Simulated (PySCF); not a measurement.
# CuP4H12 (+2): ligand-field states

Aim: compute the ligand-field states of CuP4H12 (+2).

Computed with PySCF 2.14.0 and routines of our own; the level stands in each step. Atoms count from 0.

### Step 1. The starting structure

17 atoms, charge 2, states of the metal's open shell are computed; geometry from: model start, shaken.

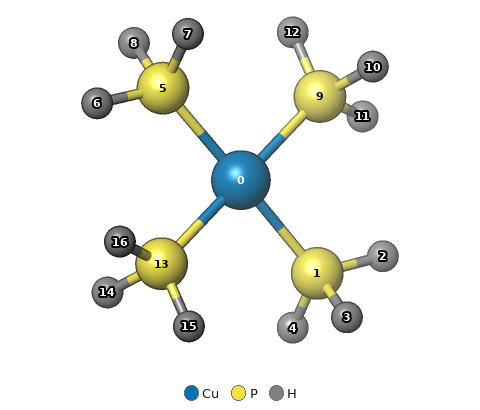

The starting geometry (copper blue, phosphorus yellow, hydrogen grey); sticks join atoms by distance alone.

### Step 2. Optimising the geometry at PBE0-D3(BJ)/def2-SVP

Job settings and geometry (Å):

```
{"job": {"xc": "PBE0", "basis": "def2-SVP", "d3": "d3bj", "grid": 1, "maxiter": 45, "solvent": "water", "kind": "geom"}, "charge": 2, "metal": "Cu", "open_shell": "d9"}
Cu     0.000020     0.004480    -0.004110
P      2.356640    -0.006820    -0.014870
H      3.059330     1.262060    -0.007380
H      3.049120    -0.613630     1.080920
H      3.060010    -0.634940    -1.076010
P     -2.359570    -0.020160    -0.006860
H     -3.086950    -1.261300    -0.027630
H     -3.061960     0.601970     1.079640
H     -3.056080     0.618180    -1.113320
P     -0.008080     2.369270     0.001700
H     -0.022950     3.051260     1.227280
H      1.063440     3.074340    -0.633090
H     -1.076060     3.071700    -0.629730
P     -0.001680    -2.368340     0.000960
H     -0.018380    -3.057290    -1.221580
H      1.052360    -3.045540     0.622770
H     -1.085190    -3.028420     0.632410
```

Launch:

```console
> OMP_NUM_THREADS=1 python lf_run.py task.json out
```

One launch serves the whole session: the jobs run in the order shown.

Standard output:

```text
step   0  E = -3011.41062363  max force = 0.032255
step   1  E = -3011.41521630  max force = 0.009585
step   2  E = -3011.41573767  max force = 0.006107
step   3  E = -3011.41697692  max force = 0.001595
step   4  E = -3011.41714899  max force = 0.001366
step   5  E = -3011.41725672  max force = 0.001050
step   6  E = -3011.41734229  max force = 0.000730
step   7  E = -3011.41741011  max force = 0.000723
step   8  E = -3011.41749905  max force = 0.001243
step   9  E = -3011.41762926  max force = 0.002022
step  10  E = -3011.41779056  max force = 0.002151
step  11  E = -3011.41816525  max force = 0.001513
step  12  E = -3011.41827431  max force = 0.001207
step  13  E = -3011.41835187  max force = 0.001005
step  14  E = -3011.41838486  max force = 0.000568
step  15  E = -3011.41840416  max force = 0.000510
step  16  E = -3011.41840918  max force = 0.000496
step  17  E = -3011.41841554  max force = 0.000373
optimisation converged
```

Wall time 11 min (1 thread of Arm Neoverse V2, shared host); peak memory 1.4 GiB.

Step by step:

```
step  energy from step 0 (eV)  largest force component (eV/Å)
   0                   0.0000                          1.6586
   1                  -0.1250                          0.4929
   2                  -0.1392                          0.3140
   3                  -0.1729                          0.0820
   4                  -0.1776                          0.0702
   5                  -0.1805                          0.0540
   6                  -0.1828                          0.0375
   7                  -0.1847                          0.0372
   8                  -0.1871                          0.0639
   9                  -0.1906                          0.1040
  10                  -0.1950                          0.1106
  11                  -0.2052                          0.0778
  12                  -0.2082                          0.0621
  13                  -0.2103                          0.0517
  14                  -0.2112                          0.0292
  15                  -0.2117                          0.0262
  16                  -0.2119                          0.0255
  17                  -0.2120                          0.0192
```

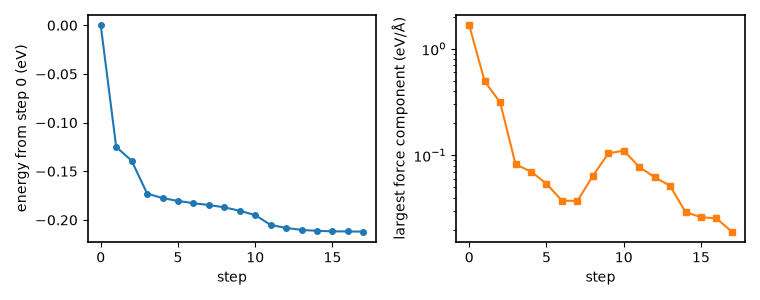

Energy and force, step by step.

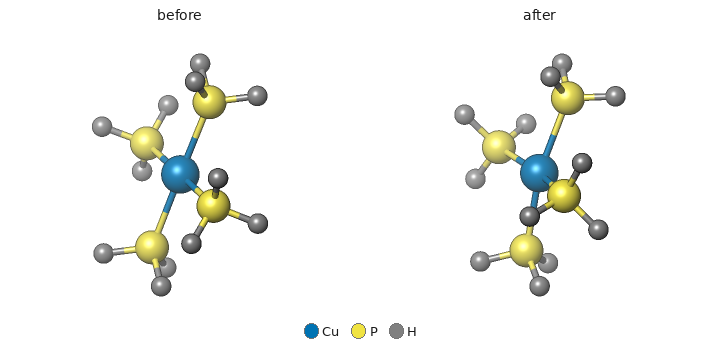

The geometry before (left) and after (right).

Close pairs (by a distance rule), those that changed most:

```
  bond  before (Å)  after (Å)  change (Å)
 P5–H8       1.455      1.413      -0.042
 P1–H2       1.450      1.413      -0.037
 P5–H6       1.439      1.413      -0.025
Cu0–P1       2.357      2.380      +0.024
 P5–H7       1.436      1.413      -0.023
Cu0–P5       2.360      2.379      +0.019
 P1–H3       1.431      1.413      -0.018
P9–H11       1.431      1.413      -0.018
```

The next job starts from the end point, and lists it.

```
                         at the end point                value
rotational constants (GHz, main isotopes)  1.191, 1.187, 0.623
                                     ⟨S²⟩                0.754
```

### Step 3. Ligand-field states: state-averaged CASSCF in water

Job settings and geometry (Å):

```
{"job": {"kind": "lf", "basis": {"metal": "x2c-TZVPall", "ligand": "x2c-SVPall"}, "nevpt": true, "solvent": "water"}, "charge": 2, "metal": "Cu", "open_shell": "d9"}
Cu     0.000000     0.000000     0.000000
P      2.365723     0.001913    -0.264751
H      3.066064     1.219552    -0.422113
H      3.071000    -0.601749     0.800301
H      2.825766    -0.745017    -1.373347
P     -2.363746     0.004413    -0.264530
H     -3.073772    -1.214689    -0.351851
H     -3.074769     0.682561     0.750546
H     -2.807001     0.680675    -1.423713
P      0.007122     2.367072     0.262873
H      0.704871     2.831460     1.401718
H      0.655627     3.069950    -0.777063
H     -1.216879     3.067410     0.364380
P      0.009619    -2.365296     0.262677
H     -0.663808    -3.082021    -0.752171
H      1.241474    -3.055783     0.340191
H     -0.653178    -2.820778     1.425291
```

Level: state-averaged CASSCF of the metal d shell, SC-NEVPT2 on the averaged canonical orbitals, state-interaction spin-orbit coupling.

Standard output:

```text
basis functions 180, electrons 99, active (9e, 5o)
stage 1: DIIS on the effective Fock matrix, level shift 0.30
cycle   1  E = -3025.3775952859  dE = -3.025e+03  max|g| = 4.678e-01
cycle   2  E = -3025.5349933316  dE = -1.574e-01  max|g| = 2.535e-01
cycle   3  E = -3025.5532839188  dE = -1.829e-02  max|g| = 1.854e-01
cycle   4  E = -3025.5917168800  dE = -3.843e-02  max|g| = 4.804e-02
cycle   5  E = -3025.3685874439  dE =  2.231e-01  max|g| = 2.621e-01
cycle   6  E = -3025.3069342211  dE =  6.165e-02  max|g| = 3.643e-01
cycle   7  E = -3025.2499756552  dE =  5.696e-02  max|g| = 5.112e-01
cycle   8  E = -3025.2400098762  dE =  9.966e-03  max|g| = 4.928e-01
cycle   9  E = -3025.2356316760  dE =  4.378e-03  max|g| = 5.305e-01
cycle  10  E = -3025.2325508513  dE =  3.081e-03  max|g| = 5.076e-01
cycle  11  E = -3025.2309056272  dE =  1.645e-03  max|g| = 5.726e-01
cycle  12  E = -3025.2334518057  dE = -2.546e-03  max|g| = 5.047e-01
cycle  13  E = -3025.2382857033  dE = -4.834e-03  max|g| = 5.603e-01
cycle  14  E = -3025.2260536954  dE =  1.223e-02  max|g| = 5.959e-01
cycle  15  E = -3025.4261435293  dE = -2.001e-01  max|g| = 1.793e-01
stage 2: quasi-Newton rotations from the point of smallest gradient
cycle  17  E = -3025.6038218375  dE = -1.210e-02  max|g| = 6.713e-02
cycle  18  E = -3025.6059069919  dE = -2.085e-03  max|g| = 3.806e-02
cycle  19  E = -3025.6064270202  dE = -5.200e-04  max|g| = 2.346e-03
cycle  20  E = -3025.6064424779  dE = -1.546e-05  max|g| = 1.067e-03
cycle  21  E = -3025.6064445610  dE = -2.083e-06  max|g| = 5.359e-04
cycle  22  E = -3025.6064449652  dE = -4.041e-07  max|g| = 2.266e-04
cycle  23  E = -3025.6064450648  dE = -9.965e-08  max|g| = 7.148e-05
cycle  24  E = -3025.6064450770  dE = -1.215e-08  max|g| = 2.173e-05
cycle  25  E = -3025.6064450779  dE = -9.500e-10  max|g| = 3.839e-06
converged average energy = -3025.6064450779

 mult deg   label        CASSCF/cm-1   NEVPT2/cm-1
   2   1   2D                  0.0           0.0
   2   1   2D               9072.4       16458.5
   2   1   2D              10052.3       17977.9
   2   1   2D              10062.1       17990.6
   2   1   2D              10135.6       18352.2

spin-orbit levels / cm-1
      0.00  x2  2D 1.00
  16097.08  x2  2D 0.85 2D 0.08 2D 0.07
  17338.95  x2  2D 0.39 2D 0.39 2D 0.22
  18740.12  x2  2D 0.71 2D 0.16 2D 0.12
  18851.84  x2  2D 0.42 2D 0.37 2D 0.14
```

It took 14 s on 1 thread of Arm Neoverse V2, shared host; peak memory 0.74 GiB.

From this job:

```csv
quantity,value
spin-orbit constant ζ,794 cm⁻¹
```

Powder susceptibility:

```csv
T (K),χT (cm³ K/mol),μ(eff)
2,0.434,1.86
5,0.434,1.86
10,0.434,1.86
20,0.434,1.86
30,0.435,1.86
50,0.436,1.87
75,0.437,1.87
100,0.438,1.87
150,0.440,1.88
200,0.443,1.88
250,0.445,1.89
300,0.447,1.89
```

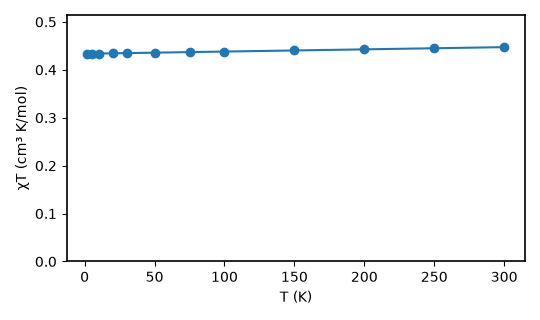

χT against temperature.

Orbitals, density, ELF and potential are computed afterwards from the orbital file.

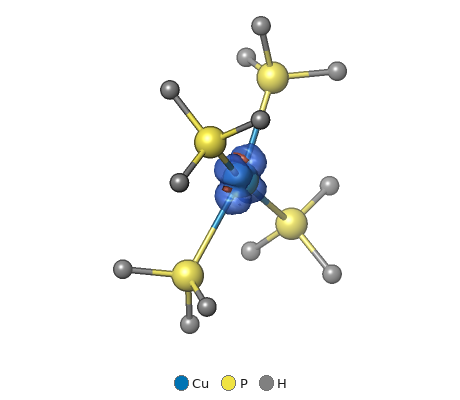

Spin density at ±0.2 e/Å³ (alpha excess blue, beta excess red).

In these pictures sticks join atoms by distance alone, so bonds to metals can be missing or extra.

### Step 4. Ligand-field states: state-averaged CASSCF (basis x2c-TZVPall) in water

Settings changed since step 3:

```diff
@@ -1,2 +1,2 @@
-{"job": {"kind": "lf", "basis": {"metal": "x2c-TZVPall", "ligand": "x2c-SVPall"}, "nevpt": true, "solvent": "water"}, "charge": 2, "metal": "Cu", "open_shell": "d9"}
+{"job": {"kind": "lf", "basis": "x2c-TZVPall", "nevpt": true, "solvent": "water"}, "charge": 2, "metal": "Cu", "open_shell": "d9"}
 Cu     0.000000     0.000000     0.000000
```

Level: state-averaged CASSCF of the metal d shell, SC-NEVPT2 on the averaged canonical orbitals, state-interaction spin-orbit coupling.

Standard output:

```text
basis functions 268, electrons 99, active (9e, 5o)
stage 1: DIIS on the effective Fock matrix, level shift 0.30
cycle   1  E = -3025.8464393255  dE = -3.026e+03  max|g| = 4.176e-01
cycle   2  E = -3026.0437686394  dE = -1.973e-01  max|g| = 2.521e-01
cycle   3  E = -3026.0561816431  dE = -1.241e-02  max|g| = 1.994e-01
cycle   4  E = -3026.0957484431  dE = -3.957e-02  max|g| = 4.913e-02
cycle   5  E = -3025.8954842065  dE =  2.003e-01  max|g| = 2.438e-01
cycle   6  E = -3025.8201148446  dE =  7.537e-02  max|g| = 3.533e-01
cycle   7  E = -3025.8220046418  dE = -1.890e-03  max|g| = 3.783e-01
cycle   8  E = -3025.8563612244  dE = -3.436e-02  max|g| = 3.407e-01
cycle   9  E = -3025.8797122176  dE = -2.335e-02  max|g| = 3.037e-01
cycle  10  E = -3025.8878323062  dE = -8.120e-03  max|g| = 2.943e-01
cycle  11  E = -3025.9189551617  dE = -3.112e-02  max|g| = 2.524e-01
cycle  12  E = -3025.9367659225  dE = -1.781e-02  max|g| = 2.276e-01
cycle  13  E = -3025.9542592929  dE = -1.749e-02  max|g| = 2.073e-01
cycle  14  E = -3025.9746987362  dE = -2.044e-02  max|g| = 1.863e-01
cycle  15  E = -3026.0495896820  dE = -7.489e-02  max|g| = 5.189e-02
stage 2: quasi-Newton rotations from the point of smallest gradient
cycle  17  E = -3026.1189821842  dE = -2.323e-02  max|g| = 2.581e-02
cycle  18  E = -3026.1230982760  dE = -4.116e-03  max|g| = 3.118e-02
cycle  19  E = -3026.1234997621  dE = -4.015e-04  max|g| = 1.670e-02
cycle  20  E = -3026.1236083060  dE = -1.085e-04  max|g| = 1.678e-03
cycle  21  E = -3026.1236160173  dE = -7.711e-06  max|g| = 9.096e-04
cycle  22  E = -3026.1236173940  dE = -1.377e-06  max|g| = 5.205e-04
cycle  23  E = -3026.1236177923  dE = -3.983e-07  max|g| = 1.910e-04
cycle  24  E = -3026.1236178487  dE = -5.644e-08  max|g| = 5.669e-05
cycle  25  E = -3026.1236178571  dE = -8.394e-09  max|g| = 1.174e-05
cycle  26  E = -3026.1236178576  dE = -4.420e-10  max|g| = 3.077e-06
converged average energy = -3026.1236178576

 mult deg   label        CASSCF/cm-1   NEVPT2/cm-1
   2   1   2D                  0.0           0.0
   2   1   2D               9196.0       16378.7
   2   1   2D              10117.9       17853.2
   2   1   2D              10128.6       17867.7
   2   1   2D              10066.8       18142.4

spin-orbit levels / cm-1
      0.00  x2  2D 1.00
  16011.36  x2  2D 0.85 2D 0.08 2D 0.07
  17195.35  x2  2D 0.38 2D 0.38 2D 0.24
  18554.72  x2  2D 0.73 2D 0.15 2D 0.12
  18731.93  x2  2D 0.43 2D 0.39 2D 0.15
```

Run time: 31 s. Hardware: 1 thread of Arm Neoverse V2, shared host; peak memory 1.1 GiB.

In short:

| quantity | value |
| --- | --- |
| spin-orbit constant ζ | 794 cm⁻¹ |

Powder susceptibility:

```csv
T (K),χT (cm³ K/mol),μ(eff)
2,0.434,1.86
20,0.435,1.86
100,0.439,1.87
300,0.448,1.89
```

### Step 5. Ligand field across the series

From the NEVPT2 states (cm⁻¹; the spread is that of the fitted one-electron ligand-field levels):

| step | setting | ground state | next state | orbital spread | ζ | μ(eff), 300 K |
| --- | --- | --- | --- | --- | --- | --- |
| 3 | as given | 2D | 2D at 16458 | 18352 | 794 | 1.89 |
| 4 | basis x2c-TZVPall | 2D | 2D at 16379 | 18142 | 794 | 1.89 |

### Step 6. Outcome

```
                                                         quantity                 value
                             rotational constants (main isotopes)  1.19, 1.19, 0.62 GHz
   spin-orbit constant ζ (step 3, state-averaged CASSCF in water)              794 cm⁻¹
ground multiplicity, μ(eff) at 300 K (step 3, 4 donors at 2.38 Å)            2, 1.89 μB
ground multiplicity, μ(eff) at 300 K (step 4, 4 donors at 2.38 Å)            2, 1.89 μB
```

**Reading.** Relaxing lowered the energy by 0.212 eV in 17 steps; the close pair that moved most is P5–H8, from 1.455 to 1.413 Å. In step 3, χT goes from 0.43 at 2 K to 0.45 cm³ K/mol at 300 K: nearly flat, so one level governs the whole range.
